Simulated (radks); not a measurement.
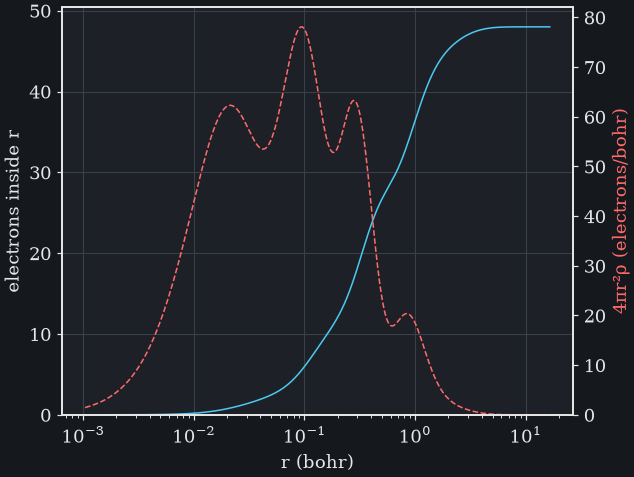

The neutral cadmium atom; electrons: [Kr] 4d10 5s2. Theory: Dirac Kohn-Sham, PBE, spin-unpolarised, spherical densities, point nucleus (computed with the in-house radial solver radks).

The plot shows the number of electrons inside radius r (solid) and the radial density 4πr²ρ (dashed).

Describe it and give its main numbers.

The count levels off at 48 electrons. Half of them lie within 0.413 bohr, 90 % within 1.57 bohr and 99 % within 3.66 bohr. The radial density has minima at 0.0424, 0.183 and 0.619 bohr, where the count stands at 2.0, 11.2 and 29.0; these part the shells that the density resolves.
